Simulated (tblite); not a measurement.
**Run report: C$_{7}$H$_{16}$Ge, geometry relaxation (part 4 of 4)**

The same run, continued: C$_{7}$H$_{16}$Ge; GFN2-xTB geometry optimisation, gas phase (tblite 0.8.0). It belongs to a series of runs on one base structure; here: constitutional isomer.

Geometry of the input (Å):
```
C  3.0157  0.7773  0.0246
C  2.0041  -0.0848  -0.7473
C  0.5667  0.1676  -0.2867
C  0.2687  -0.2751  1.1365
C  -1.1553  -0.8434  1.1612
C  -1.6869  -0.7463  -0.2808
Ge -2.8913  0.7884  -0.4862
C  -0.4424  -0.5753  -1.1505
H  2.9919  0.5362  1.1103
H  2.7651  1.8548  -0.1116
H  4.0290  0.5889  -0.3591
H  2.0983  0.1395  -1.8193
H  2.2664  -1.1593  -0.5850
H  0.3437  1.2597  -0.3773
H  0.3563  0.5840  1.8486
H  0.9754  -1.0768  1.4788
H  -1.7926  -0.2854  1.8790
H  -1.1326  -1.9143  1.4675
H  -2.2383  -1.6641  -0.5513
H  -3.3389  0.8918  -1.9549
H  -4.1341  0.5903  0.4310
H  -2.1574  2.0881  -0.0683
H  -0.6601  -0.0255  -2.0856
H  -0.0633  -1.5965  -1.4146
```

## Trajectory as extended XYZ, continued
```
24
Properties=species:S:1:pos:R:3:forces:R:3 step=122 energy=-682.40835
C     2.9019    0.9019   -0.0579    0.0000  -0.0040  -0.0020
C     1.9801   -0.1048   -0.7363   -0.0030   0.0000   0.0010
C     0.5206    0.0900   -0.3361    0.0010   0.0030   0.0050
C     0.2255   -0.2674    1.1330    0.0020   0.0020  -0.0010
C    -1.1337   -0.9859    1.1410    0.0080   0.0000  -0.0010
C    -1.7013   -0.7763   -0.2642   -0.0030  -0.0030   0.0040
Ge   -2.7057    0.9358   -0.3893   -0.0020  -0.0040   0.0100
C    -0.4505   -0.7797   -1.1321   -0.0010   0.0060   0.0030
H     2.8347    0.8166    1.0240    0.0080   0.0000  -0.0040
H     2.6265    1.9161   -0.3396    0.0030   0.0010   0.0090
H     3.9352    0.7334   -0.3524    0.0020  -0.0010  -0.0020
H     2.0688    0.0014   -1.8205   -0.0060   0.0060   0.0030
H     2.2920   -1.1200   -0.4779    0.0010  -0.0010   0.0000
H     0.2497    1.1395   -0.5103    0.0050   0.0030  -0.0040
H     0.2018    0.6286    1.7534   -0.0050  -0.0040  -0.0030
H     1.0035   -0.9234    1.5258   -0.0050   0.0080   0.0120
H    -1.7965   -0.5974    1.9172    0.0040  -0.0030  -0.0040
H    -0.9958   -2.0531    1.3285    0.0010   0.0000  -0.0020
H    -2.3783   -1.5890   -0.5405   -0.0100  -0.0040  -0.0020
H    -2.7695    1.4525   -1.7944    0.0000   0.0010   0.0030
H    -4.1176    0.7637    0.0851    0.0060   0.0030  -0.0060
H    -2.1214    2.0220    0.4593   -0.0010  -0.0030  -0.0080
H    -0.6261   -0.3894   -2.1359   -0.0010  -0.0060  -0.0090
H    -0.0556   -1.7955   -1.2210   -0.0030  -0.0010  -0.0020
24
Properties=species:S:1:pos:R:3:forces:R:3 step=126 energy=-682.40852
C     2.9027    0.9020   -0.0623   -0.0020   0.0000   0.0030
C     1.9802   -0.1078   -0.7353    0.0010   0.0020   0.0010
C     0.5207    0.0898   -0.3360   -0.0040  -0.0030  -0.0030
C     0.2230   -0.2637    1.1336   -0.0080  -0.0020   0.0030
C    -1.1324   -0.9890    1.1403   -0.0070  -0.0060  -0.0020
C    -1.7016   -0.7780   -0.2639   -0.0030   0.0020  -0.0030
Ge   -2.7038    0.9353   -0.3843   -0.0050   0.0110  -0.0050
C    -0.4511   -0.7793   -1.1327   -0.0030  -0.0070   0.0000
H     2.8349    0.8233    1.0199    0.0040  -0.0070   0.0040
H     2.6278    1.9150   -0.3484    0.0050   0.0010   0.0010
H     3.9366    0.7317   -0.3540   -0.0050  -0.0020  -0.0090
H     2.0666   -0.0056   -1.8202    0.0030   0.0010   0.0060
H     2.2924   -1.1219   -0.4724   -0.0040   0.0060  -0.0050
H     0.2526    1.1397   -0.5123    0.0010  -0.0010  -0.0040
H     0.1911    0.6350    1.7494   -0.0070   0.0060   0.0010
H     1.0020   -0.9127    1.5354    0.0040   0.0030  -0.0010
H    -1.7971   -0.6054    1.9175    0.0050  -0.0030  -0.0020
H    -0.9907   -2.0561    1.3253    0.0090   0.0000  -0.0040
H    -2.3807   -1.5890   -0.5418    0.0080  -0.0010   0.0050
H    -2.7530    1.4628   -1.7863    0.0020   0.0010   0.0040
H    -4.1218    0.7636    0.0713    0.0060   0.0010   0.0000
H    -2.1262    2.0149    0.4774   -0.0020  -0.0050  -0.0060
H    -0.6271   -0.3896   -2.1373   -0.0010   0.0010   0.0110
H    -0.0568   -1.7953   -1.2237    0.0020   0.0020   0.0050
24
Properties=species:S:1:pos:R:3:forces:R:3 step=131 energy=-682.40875
C     2.9018    0.9041   -0.0679    0.0000  -0.0050  -0.0020
C     1.9785   -0.1108   -0.7324   -0.0020  -0.0020   0.0010
C     0.5180    0.0891   -0.3376    0.0040   0.0040   0.0020
C     0.2172   -0.2575    1.1335    0.0060   0.0070  -0.0040
C    -1.1306   -0.9960    1.1380    0.0050   0.0060   0.0030
C    -1.7037   -0.7797   -0.2633    0.0050   0.0020   0.0030
Ge   -2.6997    0.9386   -0.3784    0.0090  -0.0110   0.0020
C    -0.4536   -0.7826   -1.1324    0.0050   0.0070   0.0040
H     2.8365    0.8330    1.0152    0.0030  -0.0020  -0.0040
H     2.6289    1.9156   -0.3617   -0.0060  -0.0030   0.0060
H     3.9347    0.7306   -0.3615   -0.0010  -0.0050  -0.0010
H     2.0678   -0.0198   -1.8179   -0.0030   0.0080  -0.0020
H     2.2898   -1.1222   -0.4598    0.0030  -0.0080   0.0000
H     0.2521    1.1388   -0.5193   -0.0060  -0.0030  -0.0020
H     0.1730    0.6460    1.7420   -0.0090  -0.0010  -0.0010
H     1.0012   -0.8949    1.5446   -0.0010   0.0060  -0.0030
H    -1.7952   -0.6240    1.9201   -0.0120  -0.0050   0.0090
H    -0.9765   -2.0628    1.3139    0.0000  -0.0020  -0.0040
H    -2.3847   -1.5886   -0.5416    0.0020  -0.0030   0.0030
H    -2.7193    1.4867   -1.7718   -0.0010   0.0040  -0.0140
H    -4.1263    0.7665    0.0473    0.0000   0.0010   0.0030
H    -2.1330    2.0030    0.5076    0.0000   0.0030   0.0030
H    -0.6298   -0.3948   -2.1372   -0.0010   0.0030  -0.0030
H    -0.0590   -1.7986   -1.2207    0.0020   0.0010   0.0020
24
Properties=species:S:1:pos:R:3:forces:R:3 step=135 energy=-682.40890
C     2.9025    0.9025   -0.0713    0.0030  -0.0020   0.0000
C     1.9779   -0.1138   -0.7311    0.0000  -0.0020  -0.0030
C     0.5179    0.0898   -0.3373   -0.0060   0.0000  -0.0050
C     0.2139   -0.2516    1.1342   -0.0060   0.0020   0.0020
C    -1.1289   -0.9986    1.1380   -0.0050  -0.0040  -0.0010
C    -1.7033   -0.7811   -0.2623   -0.0040  -0.0040  -0.0020
Ge   -2.6981    0.9375   -0.3758    0.0010   0.0050  -0.0010
C    -0.4538   -0.7816   -1.1321   -0.0050  -0.0060  -0.0040
H     2.8386    0.8360    1.0119    0.0010  -0.0050   0.0060
H     2.6301    1.9131   -0.3683   -0.0040   0.0000   0.0020
H     3.9344    0.7260   -0.3657    0.0070   0.0000  -0.0010
H     2.0667   -0.0250   -1.8169   -0.0030   0.0000  -0.0010
H     2.2892   -1.1248   -0.4557   -0.0060   0.0010  -0.0030
H     0.2534    1.1390   -0.5226   -0.0020   0.0060   0.0000
H     0.1578    0.6545    1.7372    0.0050   0.0100   0.0050
H     1.0001   -0.8809    1.5524    0.0060   0.0050   0.0020
H    -1.7965   -0.6346    1.9219    0.0020  -0.0080  -0.0010
H    -0.9681   -2.0656    1.3082    0.0020   0.0010   0.0020
H    -2.3831   -1.5909   -0.5408   -0.0020   0.0010   0.0000
H    -2.7026    1.4980   -1.7652   -0.0010  -0.0030  -0.0050
H    -4.1295    0.7677    0.0350    0.0020  -0.0040   0.0000
H    -2.1390    1.9941    0.5241    0.0030   0.0060   0.0040
H    -0.6319   -0.3924   -2.1363    0.0040   0.0000   0.0020
H    -0.0595   -1.7976   -1.2225    0.0060   0.0040   0.0010
24
Properties=species:S:1:pos:R:3:forces:R:3 step=140 energy=-682.40915
C     2.9043    0.8983   -0.0700   -0.0040   0.0040   0.0050
C     1.9764   -0.1142   -0.7312   -0.0060   0.0060   0.0020
C     0.5159    0.0920   -0.3380    0.0020   0.0020   0.0010
C     0.2110   -0.2456    1.1348    0.0090   0.0050  -0.0050
C    -1.1271   -1.0013    1.1381    0.0080   0.0020  -0.0030
C    -1.7041   -0.7818   -0.2607    0.0050   0.0040  -0.0020
Ge   -2.6962    0.9392   -0.3764    0.0060  -0.0090   0.0070
C    -0.4551   -0.7818   -1.1317    0.0030   0.0020   0.0060
H     2.8472    0.8248    1.0135    0.0030  -0.0060  -0.0040
H     2.6263    1.9100   -0.3584    0.0100   0.0000   0.0030
H     3.9351    0.7257   -0.3723   -0.0140   0.0040   0.0040
H     2.0654   -0.0226   -1.8167   -0.0030  -0.0060  -0.0040
H     2.2855   -1.1262   -0.4576   -0.0100  -0.0030  -0.0050
H     0.2513    1.1410   -0.5270    0.0070  -0.0030   0.0050
H     0.1493    0.6625    1.7351   -0.0020  -0.0010  -0.0060
H     1.0018   -0.8679    1.5557   -0.0070   0.0040   0.0050
H    -1.7953   -0.6477    1.9258   -0.0030   0.0080  -0.0020
H    -0.9586   -2.0678    1.3025    0.0060  -0.0070  -0.0020
H    -2.3849   -1.5913   -0.5376   -0.0020   0.0060  -0.0060
H    -2.6999    1.4955   -1.7672    0.0030  -0.0010  -0.0060
H    -4.1273    0.7703    0.0322   -0.0170  -0.0070   0.0040
H    -2.1419    1.9988    0.5230    0.0100   0.0020   0.0000
H    -0.6329   -0.3932   -2.1362   -0.0020  -0.0050   0.0050
H    -0.0578   -1.7966   -1.2208   -0.0030  -0.0010  -0.0010
24
Properties=species:S:1:pos:R:3:forces:R:3 step=144 energy=-682.40946
C     2.9083    0.8871   -0.0635   -0.0020  -0.0040  -0.0050
C     1.9731   -0.1122   -0.7339    0.0070  -0.0080  -0.0080
C     0.5145    0.0994   -0.3394    0.0070  -0.0040  -0.0050
C     0.2098   -0.2341    1.1342   -0.0020  -0.0010  -0.0030
C    -1.1221   -1.0001    1.1382   -0.0050   0.0000   0.0010
C    -1.7025   -0.7834   -0.2594   -0.0010   0.0030   0.0010
Ge   -2.7012    0.9333   -0.3762   -0.0060   0.0000   0.0090
C    -0.4553   -0.7766   -1.1320    0.0030   0.0010  -0.0060
H     2.8493    0.8058    1.0188   -0.0050   0.0010   0.0080
H     2.6403    1.9025   -0.3470    0.0030   0.0140   0.0110
H     3.9379    0.7081   -0.3643    0.0040  -0.0030  -0.0070
H     2.0619   -0.0121   -1.8186    0.0020   0.0020  -0.0050
H     2.2739   -1.1297   -0.4717    0.0000  -0.0040   0.0090
H     0.2537    1.1486   -0.5307   -0.0050  -0.0040   0.0020
H     0.1404    0.6767    1.7290   -0.0120   0.0080   0.0030
H     1.0036   -0.8473    1.5615    0.0050  -0.0080   0.0010
H    -1.7933   -0.6524    1.9259    0.0020   0.0080   0.0050
H    -0.9456   -2.0658    1.3015    0.0080   0.0020  -0.0040
H    -2.3803   -1.5958   -0.5357    0.0010   0.0050  -0.0050
H    -2.7094    1.4826   -1.7702   -0.0010   0.0000  -0.0020
H    -4.1315    0.7628    0.0378   -0.0020  -0.0060  -0.0010
H    -2.1467    1.9996    0.5158    0.0070  -0.0030  -0.0020
H    -0.6363   -0.3876   -2.1354   -0.0070   0.0070  -0.0070
H    -0.0539   -1.7894   -1.2260   -0.0020  -0.0050   0.0120
24
Properties=species:S:1:pos:R:3:forces:R:3 step=149 energy=-682.40966
C     2.9094    0.8826   -0.0585    0.0040   0.0010   0.0020
C     1.9726   -0.1103   -0.7364    0.0010   0.0040   0.0030
C     0.5144    0.1014   -0.3405   -0.0010   0.0000  -0.0030
C     0.2107   -0.2314    1.1336    0.0010   0.0020  -0.0030
C    -1.1203   -0.9990    1.1385    0.0000   0.0010  -0.0030
C    -1.7023   -0.7821   -0.2583   -0.0020   0.0020  -0.0040
Ge   -2.7042    0.9322   -0.3779    0.0030   0.0010   0.0000
C    -0.4556   -0.7755   -1.1319   -0.0030   0.0000   0.0010
H     2.8548    0.7889    1.0234    0.0000  -0.0020  -0.0040
H     2.6410    1.9023   -0.3272   -0.0010  -0.0050   0.0020
H     3.9379    0.7074   -0.3662    0.0010  -0.0010   0.0000
H     2.0615   -0.0028   -1.8206    0.0030  -0.0030   0.0030
H     2.2699   -1.1304   -0.4796    0.0070   0.0060   0.0000
H     0.2521    1.1503   -0.5315    0.0010  -0.0010  -0.0020
H     0.1388    0.6798    1.7280    0.0000  -0.0010  -0.0030
H     1.0052   -0.8443    1.5609   -0.0020   0.0050   0.0010
H    -1.7903   -0.6527    1.9280    0.0010   0.0000   0.0010
H    -0.9398   -2.0642    1.2996   -0.0060  -0.0020   0.0010
H    -2.3799   -1.5945   -0.5349    0.0000  -0.0020  -0.0010
H    -2.7239    1.4678   -1.7771   -0.0020   0.0010  -0.0010
H    -4.1310    0.7632    0.0476   -0.0030  -0.0050   0.0040
H    -2.1415    2.0072    0.4981    0.0030  -0.0020   0.0020
H    -0.6375   -0.3878   -2.1360   -0.0010  -0.0020   0.0030
H    -0.0537   -1.7885   -1.2223   -0.0050   0.0010  -0.0020
```

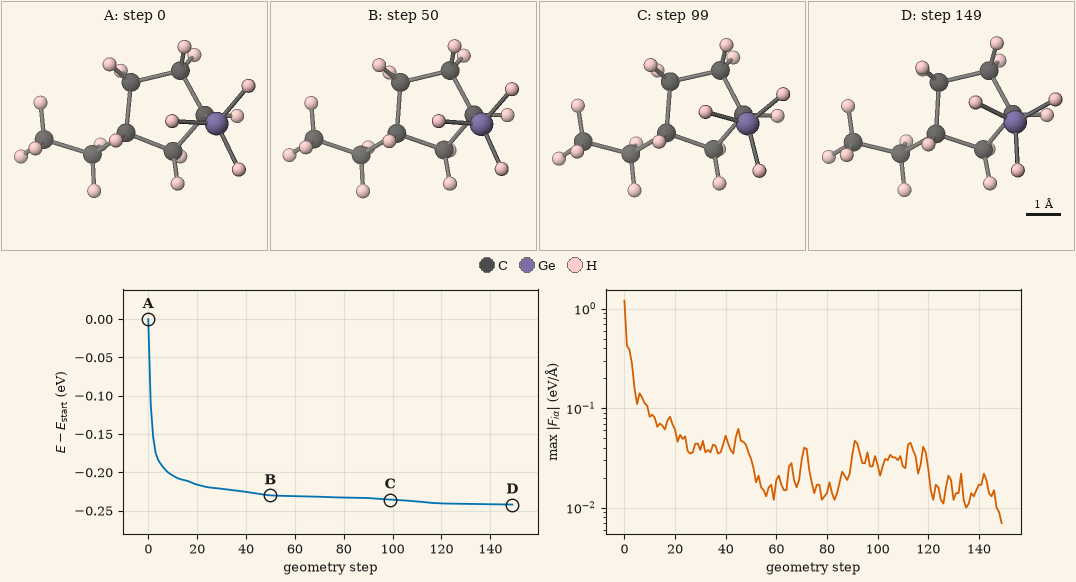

*Frames of the relaxation (ball-and-stick view, seen at a tilt) above the curves, on which the letters mark them (steps are counted from 0).*

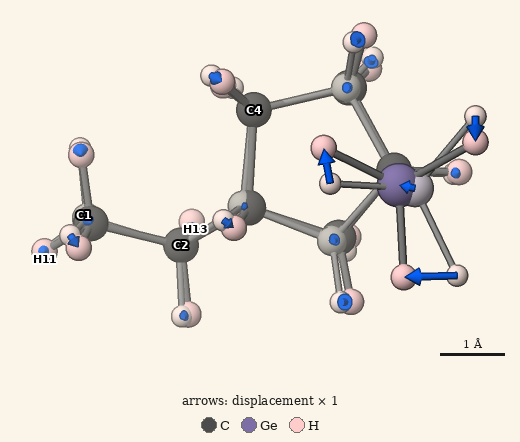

*Start (faint) and end (solid) with the displacements as blue arrows, at true length (ball-and-stick view, seen at a tilt). The two geometries are laid on each other by the best rigid fit.*

After 149 geometry steps the energy has fallen by 0.242 eV. Largest force component: 1.2 eV/Å at the start, 0.007 eV/Å at the end. H20 moves most after the best rigid fit: 0.86 Å. Largest moves by element: H 0.86 Å, Ge 0.26 Å, C 0.20 Å. Among the contacts that change: Ge7–H21 1.557 → 1.498 Å, Ge7–H22 1.550 → 1.497 Å, Ge7–H20 1.539 → 1.498 Å, C6–Ge7 1.962 → 1.989 Å. Among the angles that change: C6–Ge7–H22 109.7° → 113.2°, H21–Ge7–H22 109.0° → 105.8°, C3–C8–C6 105.8° → 103.0°. (Atoms are counted from 1 in the order of the input.)

## Key numbers

| quantity | value |
| --- | --- |
| outcome | converged |
| total energy | −682.4097 eV |
| wall time | 1.1 s |
| peak memory | 0.18 GiB |
